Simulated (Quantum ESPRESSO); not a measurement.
# Magnetic state of MnCO3 (Rhodochrosite) from several starts

A self-consistent run ends on one state, which hangs on the start. Several orders of MnCO3 (Rhodochrosite) are started in Quantum ESPRESSO and their energies compared.

Calculated with Quantum ESPRESSO 7.5; LDA with U = 4 eV on Mn d (ortho-atomic projectors); plane waves with GBRV 1.5 LDA potentials, no spin-orbit coupling.

## 1. Starting point

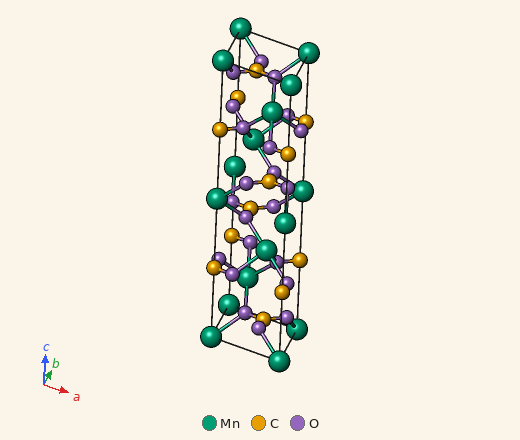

The cell as given, from a free direction (manganese teal, carbon orange, oxygen purple). This picture shows the conventional cell, with its axes. Bonds to atoms that aren't drawn are left out. Some periodic images of atoms are drawn too.

The cell comes from the Crystallography Open Database.

## 2. Start 1: ferro ++

The signs are those of the starting moments on the seeded atoms, the atoms that are given a moment.

Input file pw.in:

```
&CONTROL
  calculation = 'scf'
  prefix = 'pwscf'
  outdir = './tmp'
  pseudo_dir = './pseudo'
  disk_io = 'nowf'
/
&SYSTEM
  ibrav = 0
  nat = 10
  ntyp = 3
  ecutwfc = 40
  ecutrho = 280
  nbnd = 55
  occupations = 'smearing'
  smearing = 'fd'
  degauss = 0.00367493
  nspin = 2
  starting_magnetization(1) = 0.3
  starting_magnetization(2) = 0
  starting_magnetization(3) = 0
/
&ELECTRONS
  conv_thr = 2d-08
  electron_maxstep = 150
  mixing_beta = 0.3
/
ATOMIC_SPECIES
Mn     54.9380 mn_lda_v1.5.uspp.F.UPF
C      12.0110 c_lda_v1.2.uspp.F.UPF
O      15.9990 o_lda_v1.2.uspp.F.UPF
CELL_PARAMETERS angstrom
   2.3865000000    1.3778464174    5.2140000000
  -2.3865000000    1.3778464174    5.2140000000
   0.0000000000   -2.7556928348    5.2140000000
ATOMIC_POSITIONS crystal
Mn      0.0000000000    0.0000000000    0.0000000000
Mn      0.5000000000    0.5000000000    0.5000000000
C       0.2500000000    0.2500000000    0.2500000000
C       0.7500000000    0.7500000000    0.7500000000
O       0.5195000000    0.9805000000    0.2500000000
O       0.2500000000    0.5195000000    0.9805000000
O       0.9805000000    0.2500000000    0.5195000000
O       0.4805000000    0.0195000000    0.7500000000
O       0.7500000000    0.4805000000    0.0195000000
O       0.0195000000    0.7500000000    0.4805000000
K_POINTS automatic
6 6 6 0 0 0
HUBBARD {ortho-atomic}
U Mn-3d 4.0000
```

Launch:

```bash
$ OMP_NUM_THREADS=1 mpirun -n 4 pw.x -nk 4 -in pw.in > pw.out
```

What it wrote:

```text
Program PWSCF v.7.5 starts

     Message from routine setup:
     using ibrav=0 with symmetry is DISCOURAGED, use correct ibrav instead

     K-points division:     npool     =       4
     Subspace diagonalization in iterative solution of the eigenvalue problem:

     G-vector sticks info
     --------------------
     sticks:   dense  smooth     PW     G-vecs:    dense   smooth      PW
     Sum        2051    1175    361                54851    23739    4023

     Using Slab Decomposition

     bravais-lattice index     =            0
     lattice parameter (alat)  =      11.1445  a.u.
     unit-cell volume          =     694.1944 (a.u.)^3
     number of atoms/cell      =           10
     number of atomic types    =            3
     number of electrons       =        74.00
     number of Kohn-Sham states=           55
     kinetic-energy cutoff     =      40.0000  Ry
     charge density cutoff     =     280.0000  Ry
     scf convergence threshold =      2.0E-08
     mixing beta               =       0.3000
     number of iterations used =            8  plain     mixing
     Exchange-correlation= SLA  PZ   NOGX NOGC
                           (   1   1   0   0   0   0   0)
     Hubbard projectors: ortho-atomic
     Hubbard parameters of DFT+U (Dudarev formulation) in eV:
     U(Mn-3d) =  4.0000

     Internal variables: lda_plus_u =T, lda_plus_u_kind = 0

     Internal variables: orbital_resolved =F, hub_pot_fix =F, apply_U = F

     celldm(1)=  11.144521  celldm(2)=   0.000000  celldm(3)=   0.000000
     celldm(4)=   0.000000  celldm(5)=   0.000000  celldm(6)=   0.000000

     crystal axes: (cart. coord. in units of alat)
               a(1) = (   0.404668   0.233635   0.884114 )
               a(2) = (  -0.404668   0.233635   0.884114 )
               a(3) = (   0.000000  -0.467270   0.884114 )

     reciprocal axes: (cart. coord. in units 2 pi/alat)
               b(1) = (  1.235581  0.713363  0.377025 )
               b(2) = ( -1.235581  0.713363  0.377025 )
               b(3) = ( -0.000000 -1.426726  0.377025 )

     PseudoPot. # 1 for Mn read from file:
     mn_lda_v1.5.uspp.F.UPF
     Pseudo is Ultrasoft + core correction, Zval = 15.0
     Generated by new atomic code, or converted to UPF format
     Using radial grid of  859 points,  6 beta functions with:
                l(1) =   0
                l(2) =   0
                l(3) =   1
                l(4) =   1
                l(5) =   2
                l(6) =   2
     Q(r) pseudized with  8 coefficients,  rinner =    0.950   0.950   0.950
                                                       0.950   0.950

     PseudoPot. # 2 for C  read from file:
     c_lda_v1.2.uspp.F.UPF
     Pseudo is Ultrasoft + core correction, Zval =  4.0
     Generated by new atomic code, or converted to UPF format
     Using radial grid of  721 points,  4 beta functions with:
                l(1) =   0
                l(2) =   0
                l(3) =   1
                l(4) =   1
     Q(r) pseudized with  8 coefficients,  rinner =    1.100   1.100   1.100

     PseudoPot. # 3 for O  read from file:
     o_lda_v1.2.uspp.F.UPF
     Pseudo is Ultrasoft + core correction, Zval =  6.0
     Generated by new atomic code, or converted to UPF format
     Using radial grid of  737 points,  5 beta functions with:
                l(1) =   0
                l(2) =   0
                l(3) =   1
                l(4) =   1
                l(5) =   2
     Q(r) pseudized with  8 coefficients,  rinner =    0.900   0.900   0.900
                                                       0.900   0.900

     atomic species   valence    mass     pseudopotential
     Mn               15.00    54.93800     Mn( 1.00)
     C                 4.00    12.01100     C ( 1.00)
     O                 6.00    15.99900     O ( 1.00)

     Starting magnetic structure
     atomic species   magnetization
     Mn              0.300
     C               0.000
     O               0.000

     12 Sym. Ops., with inversion, found ( 6 have fractional translation)

   Cartesian axes

     site n.     atom                  positions (alat units)
         1        Mn     tau(   1) = (   0.0000000   0.0000000   0.0000000  )
         2        Mn     tau(   2) = (   0.0000000   0.0000000   1.3261717  )
         3        C      tau(   3) = (   0.0000000   0.0000000   0.6630858  )
         4        C      tau(   4) = (   0.0000000   0.0000000   1.9892575  )
         5        O      tau(   5) = (  -0.1865520   0.2336352   1.5472003  )
         6        O      tau(   6) = (  -0.1090580  -0.2783763   1.5472003  )
         7        O      tau(   7) = (   0.2956100   0.0447411   1.5472003  )
         8        O      tau(   8) = (   0.1865520  -0.2336352   1.1051431  )
         9        O      tau(   9) = (   0.1090580   0.2783763   1.1051431  )
        10        O      tau(  10) = (  -0.2956100  -0.0447411   1.1051431  )

     number of k points=    32  Fermi-Dirac smearing, width (Ry)=  0.0037
                       cart. coord. in units 2pi/alat
        k(    1) = (   0.0000000   0.0000000   0.0000000), wk =   0.0046296
        k(    2) = (  -0.0000000  -0.2377876   0.0628375), wk =   0.0277778
        k(    3) = (  -0.0000000  -0.4755752   0.1256750), wk =   0.0277778
        k(    4) = (   0.0000000   0.7133628  -0.1885125), wk =   0.0138889
        k(    5) = (  -0.2059301  -0.1188938   0.1256750), wk =   0.0277778
        [... 27 further k-points ...]

     Dense  grid:    54851 G-vectors     FFT dimensions: (  60,  60,  60)

     Smooth grid:    23739 G-vectors     FFT dimensions: (  48,  48,  48)

     Check: negative core charge=   -0.000031
     Generating pointlists ...
     new r_m :   0.1534 (alat units)  1.7092 (a.u.) for type    1
     new r_m :   0.0900 (alat units)  1.0027 (a.u.) for type    2
     new r_m :   0.0900 (alat units)  1.0027 (a.u.) for type    3

     Initial potential from superposition of free atoms

     starting charge      72.9998, renormalised to      74.0000

     STARTING HUBBARD OCCUPATIONS:

     =================== HUBBARD OCCUPATIONS ===================
     ------------------------ ATOM    1 ------------------------
     Tr[ns(  1)] (up, down, total) =   5.00000  0.00000  5.00000
     Atomic magnetic moment for atom   1 =   5.00000
     [... lines left out ...]
     ------------------------ ATOM    2 ------------------------
     Tr[ns(  2)] (up, down, total) =   5.00000  0.00000  5.00000
     Atomic magnetic moment for atom   2 =   5.00000
     [... lines left out ...]
     Number of occupied Hubbard levels =   10.0000

     Atomic wfc used for Hubbard projectors are orthogonalized

     Starting wfcs are   58 randomized atomic wfcs

     Self-consistent Calculation

     iteration #  1     ecut=    40.00 Ry     beta= 0.30
     Davidson diagonalization with overlap
     ethr =  1.00E-02,  avg # of iterations =  5.0

     =================== HUBBARD OCCUPATIONS ===================
     ------------------------ ATOM    1 ------------------------
     Tr[ns(  1)] (up, down, total) =   4.95667  0.13203  5.08870
     Atomic magnetic moment for atom   1 =   4.82465
     [... lines left out ...]
     ------------------------ ATOM    2 ------------------------
     Tr[ns(  2)] (up, down, total) =   4.95667  0.13203  5.08870
     Atomic magnetic moment for atom   2 =   4.82465
     [... lines left out ...]
     Number of occupied Hubbard levels =   10.1774

     total energy              =    -639.00459435 Ry
     estimated scf accuracy    <       1.22916213 Ry

     total magnetization       =    10.00 Bohr mag/cell
     absolute magnetization    =    10.00 Bohr mag/cell

     iteration #  2     ecut=    40.00 Ry     beta= 0.30
     Davidson diagonalization with overlap
     ethr =  1.66E-03,  avg # of iterations =  2.2

     total energy              =    -639.16389068 Ry
     estimated scf accuracy    <       0.10128221 Ry

     total magnetization       =    10.00 Bohr mag/cell
     absolute magnetization    =    10.00 Bohr mag/cell

     iteration #  3     ecut=    40.00 Ry     beta= 0.30
     Davidson diagonalization with overlap
     ethr =  1.37E-04,  avg # of iterations =  7.8

     negative rho (up, down):  0.000E+00 5.248E-04

     total energy              =    -639.17132480 Ry
     estimated scf accuracy    <       0.03422082 Ry

     total magnetization       =    10.00 Bohr mag/cell
     absolute magnetization    =    10.00 Bohr mag/cell

     [... further iterations left out ...]

     iteration #  7     ecut=    40.00 Ry     beta= 0.30
     Davidson diagonalization with overlap
     ethr =  6.03E-08,  avg # of iterations =  1.5

     negative rho (up, down):  0.000E+00 7.024E-04

     total energy              =    -639.17319728 Ry
     estimated scf accuracy    <       0.00000609 Ry

     total magnetization       =    10.00 Bohr mag/cell
     absolute magnetization    =    10.00 Bohr mag/cell

     iteration #  8     ecut=    40.00 Ry     beta= 0.30
     Davidson diagonalization with overlap
     ethr =  8.23E-09,  avg # of iterations =  2.0

     negative rho (up, down):  0.000E+00 7.023E-04

     total energy              =    -639.17319860 Ry
     estimated scf accuracy    <       0.00000093 Ry

     total magnetization       =    10.00 Bohr mag/cell
     absolute magnetization    =    10.00 Bohr mag/cell

     iteration #  9     ecut=    40.00 Ry     beta= 0.30
     Davidson diagonalization with overlap
     ethr =  1.26E-09,  avg # of iterations =  2.0

     negative rho (up, down):  0.000E+00 7.030E-04

     total energy              =    -639.17319944 Ry
     estimated scf accuracy    <       0.00000009 Ry

     total magnetization       =    10.00 Bohr mag/cell
     absolute magnetization    =    10.00 Bohr mag/cell

     iteration # 10     ecut=    40.00 Ry     beta= 0.30
     Davidson diagonalization with overlap
     ethr =  1.26E-10,  avg # of iterations =  2.0

     negative rho (up, down):  0.000E+00 7.025E-04

     Magnetic moment per site  (integrated on atomic sphere of radius R)
     atom   1 (R=0.153)  charge= 12.4850  magn=  4.2662
     atom   2 (R=0.153)  charge= 12.4850  magn=  4.2662
     atom   3 (R=0.090)  charge=  1.3072  magn=  0.0143
     atom   4 (R=0.090)  charge=  1.3072  magn=  0.0143
     atom   5 (R=0.090)  charge=  3.2996  magn=  0.0311
     atom   6 (R=0.090)  charge=  3.2996  magn=  0.0311
     atom   7 (R=0.090)  charge=  3.2996  magn=  0.0311
     atom   8 (R=0.090)  charge=  3.2996  magn=  0.0311
     atom   9 (R=0.090)  charge=  3.2996  magn=  0.0311
     atom  10 (R=0.090)  charge=  3.2996  magn=  0.0311

     End of self-consistent calculation

     =================== HUBBARD OCCUPATIONS ===================
     ------------------------ ATOM    1 ------------------------
     Tr[ns(  1)] (up, down, total) =   4.97641  0.21930  5.19571
     Atomic magnetic moment for atom   1 =   4.75711
     [... lines left out ...]
     ------------------------ ATOM    2 ------------------------
     Tr[ns(  2)] (up, down, total) =   4.97641  0.21930  5.19571
     Atomic magnetic moment for atom   2 =   4.75711
     [... lines left out ...]
     Number of occupied Hubbard levels =   10.3914

     [... lines left out ...]
     the Fermi energy is     8.7331 ev

!    total energy              =    -639.17319948 Ry
     estimated scf accuracy    <       0.00000001 Ry
     smearing contrib. (-TS)   =      -0.00000000 Ry
     internal energy E=F+TS    =    -639.17319948 Ry

     The total energy is F=E-TS. E is the sum of the following terms:
     one-electron contribution =    -329.27290455 Ry
     hartree contribution      =     199.03238109 Ry
     xc contribution           =    -103.29529493 Ry
     ewald contribution        =    -405.70434535 Ry
     Hubbard energy            =       0.06696426 Ry

     total magnetization       =    10.00 Bohr mag/cell
     absolute magnetization    =    10.00 Bohr mag/cell

     convergence has been achieved in  10 iterations

=------------------------------------------------------------------------------=
   JOB DONE.
=------------------------------------------------------------------------------=
```

Elapsed: 59 s, on 4 MPI ranks of Intel Xeon Platinum 8488C (Sapphire Rapids), shared host; peak memory 0.7 GiB.

Spin moment in the atom's sphere by atom:

```tsv
atom	spin moment in the atom's sphere (μB)
Mn1	4.27
Mn2	4.27
C3	0.01
C4	0.01
O5	0.03
O6	0.03
O7	0.03
O8	0.03
O9	0.03
O10	0.03
```

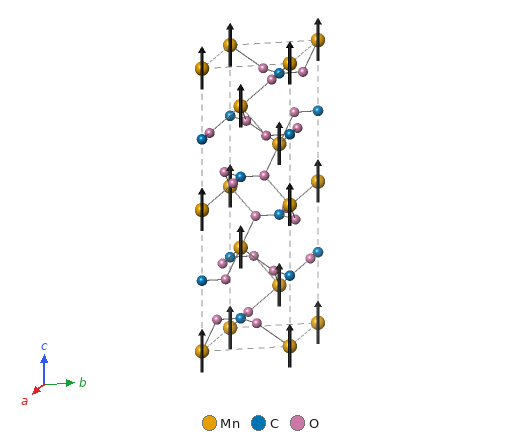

Spin moment in the atom's sphere as arrows, the longest 4.27 μB. Up and down stand for the sign. Arrows give size and sign along the axis of quantisation, drawn up and down the page. Bonds to atoms that aren't drawn are left out. Some periodic images of atoms are drawn too.

Read from the output:

* smearing term TS: 7.51e-15 eV
* magnetization: 10 μB
* absolute magnetization: 10 μB
* final state: ferromagnetic

(Continued in part 2 of 2.)

[Logs and program files are shortened in this print: banners, set-up blocks, solver, clock and traceback lines can be left out without a mark of their own.]

[Logs are printed without paths, hosts, clocks, repeated set-up lines and the standing remarks that a program may print on its own settings, such as how far it seeks lower states.]

[Hosts, paths, dates, database ids (printed as entryN), source tags and the programs' standing remarks are cut or masked in the printed files.]

[Where a cell is said to come from a database of computed structures, the database is the Materials Project.]
